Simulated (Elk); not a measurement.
Band structure of HfCuSi2 (P4/nmm, 8 atoms in the cell).

```xyz
8
Lattice="3.6614 0.0000 0.0000 0.0000 3.6614 0.0000 0.0000 0.0000 8.9635" Properties=species:S:1:pos:R:3 pbc="T T T"
Hf     0.0000     1.8307     2.3830
Hf     1.8307     0.0000     6.5806
Si     1.8307     1.8307     4.4818
Si     0.0000     0.0000     4.4818
Si     1.8307     0.0000     1.5254
Si     0.0000     1.8307     7.4381
Cu     0.0000     0.0000     0.0000
Cu     1.8307     1.8307     0.0000
```

Computed with PBEsol, all-electron FP-LAPW, Elk's shipped species files, APW+lo basis with extra local orbitals in Elk.

Settings: xctype = 22; rgkmax = 7.5; stype = 3; swidth = 0.00499791 Ha; ngridk = 8 8 3; gmaxvr = 14 1/bohr; nxlo = 2; lorbcnd = true; rmtscf = 0.92; lmaxi = 2.

The starting cell comes from a database of computed structures (which also holds hypothetical and non-ambient phases and stackings), without a prior relaxation at this level. Spin-orbit coupling is off. Spin polarisation is off. Values depend on the basis (sphere radii, cutoffs, local orbitals), which need not be converged.

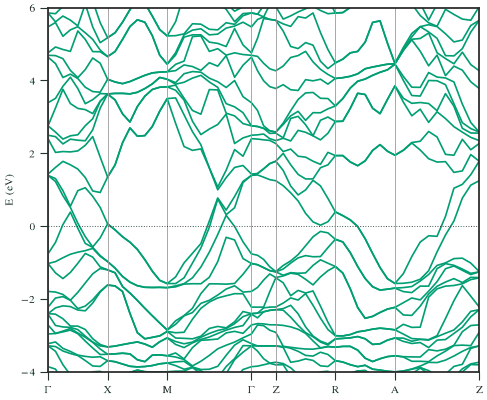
Bands along the path, energies from the Fermi level.

Levels in eV from the Fermi level, bands 47 to 54:
| point | 47 | 48 | 49 | 50 | 51 | 52 | 53 | 54 |
|---|---|---|---|---|---|---|---|---|
| Γ | -1.80 | -1.03 | -1.03 | -0.77 | 1.39 | 1.39 | 1.43 | 2.40 |
| X | -1.21 | -1.21 | -0.98 | -0.98 | 0.06 | 0.06 | 1.35 | 1.35 |
| M | -2.86 | -2.86 | -1.69 | -1.69 | -1.58 | -1.58 | 3.50 | 3.50 |
| Z | -1.42 | -1.26 | -1.26 | -1.25 | 1.24 | 1.78 | 1.78 | 2.27 |
| R | -1.11 | -1.11 | -0.37 | -0.37 | 0.39 | 0.39 | 1.93 | 1.93 |
| A | -2.24 | -2.24 | -1.71 | -1.71 | -1.58 | -1.58 | 1.95 | 1.95 |

Bands cross the Fermi level along this path, so the cell is metallic at this level.
